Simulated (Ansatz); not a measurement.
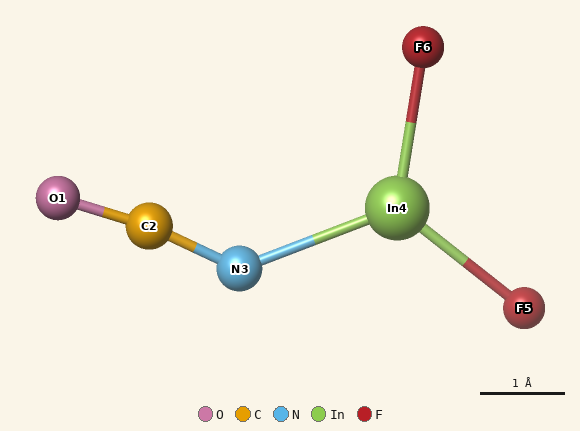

Starting structure of InCNOF2. Style: ball-and-stick. Shown face on.

The start comes from GFN2-xTB.

These are results of Ansatz 0.2.0, RKS PBE0-D4/def2-TZVP, not measurements.

Input
```yaml
crystal:
  periodic: [false, false, false]
  atoms:
    - {symbol: O, position_ang: [1.056900, -2.118250, 1.648250]}
    - {symbol: C, position_ang: [0.750690, -1.433120, 0.778180]}
    - {symbol: N, position_ang: [0.506380, -0.831480, -0.232680]}
    - {symbol: In, position_ang: [-0.455410, 0.900520, -0.614950]}
    - {symbol: F, position_ang: [-0.546900, 1.602360, -2.422190]}
    - {symbol: F, position_ang: [-1.311660, 1.879960, 0.843390]}
basis:
  gaussian: {orbitals: def2-TZVP}
hamiltonian: {xc: pbe0, dispersion: d4}
relax: {f_tol: 0.005, max_steps: 150}
```

Launched with:
```bash
ansatz run in.yaml --threads 4 --pin off --events-out ev --progress --plain --max-ram 10444MiB
```

Question: Predict the outcome.

Answer: The largest move after the best rigid fit is that of F6, 0.064 Å. Largest moves by element: F 0.064 Å, N 0.039 Å, C 0.033 Å, O 0.030 Å, In 0.026 Å. Among the contacts that change: In4–F6 1.954 → 1.925 Å, N3–In4 2.018 → 1.991 Å, In4–F5 1.941 → 1.918 Å, O1–C2 1.149 → 1.162 Å. Bond angles that change, for instance: O1–C2–N3 171.9° → 175.5°, F5–In4–F6 119.5° → 115.9°, N3–In4–F6 119.8° → 123.1°. Over 7 geometry steps the energy falls by 4.81 kJ/mol. The largest force component goes from 1.3 to 0.00043 eV/Å. Cost: 29 s on 4 threads of Arm Neoverse V1, on a shared host.

The structure at the end:

```xyz
6

O     1.0343   -2.1327    1.6615
C     0.7672   -1.4530    0.7573
N     0.5365   -0.8074   -0.2382
In   -0.4461    0.8871   -0.5950
F    -0.5772    1.5980   -2.3720
F    -1.3146    1.9080    0.7864
```

After the run, drawn alike:

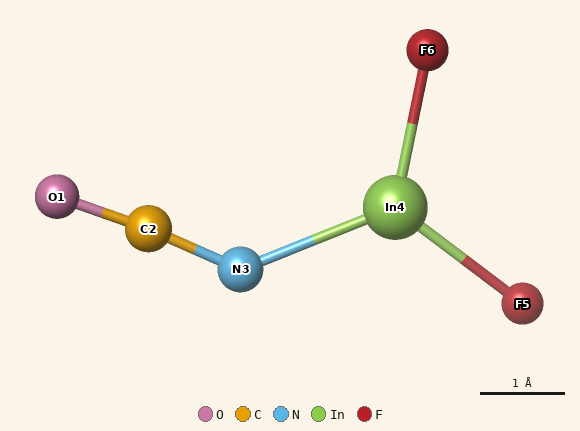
